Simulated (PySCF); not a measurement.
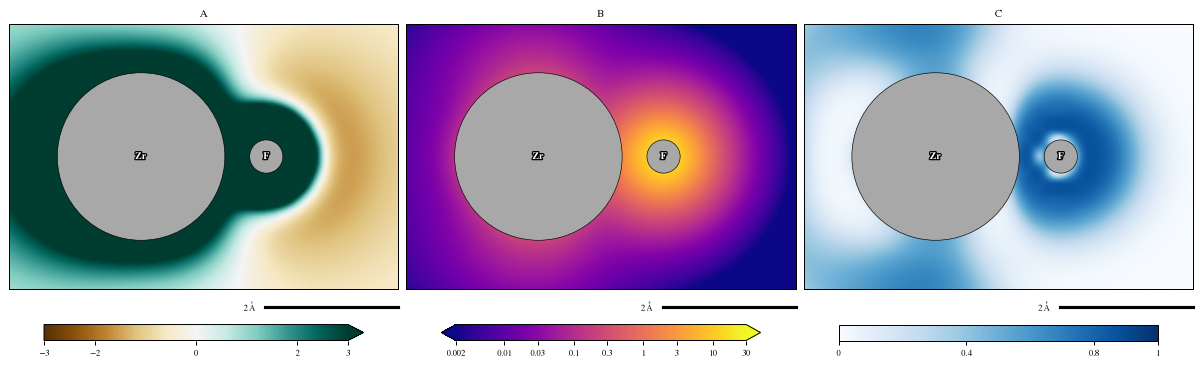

ZrF (quartet): 3 fields on a plane that holds the molecular axis, with unlabelled colour scales. Grey discs cover the atomic cores.

Core potentials replace the inner electrons of Zr.

These are results of PBE0/def2-TZVPP, non-relativistic Hamiltonian with scalar-relativistic core potentials where named, at a bond length of 1.883 Å (PySCF), not measurements.

```yaml
atoms:
  - { symbol: Zr, position_ang: [0.0000, 0.0000, -0.3285] }
  - { symbol: F, position_ang: [0.0000, 0.0000, 1.5545] }
```

> Match the panels to the quantities (electron density, electron localisation function and electrostatic potential).

Panel A: electrostatic potential (strongly positive close to the atoms, with negative regions outside electron-rich atoms). Panel B: electron density. Panel C: electron localisation function. From the grid: Zr–F (1.88 Å): ρ is about 1 e/Å³ halfway; the ELF peaks at about 0.85 in the valence shell of F, 0.6 Å from its nucleus, and drops to about 0.25 between the two atoms.
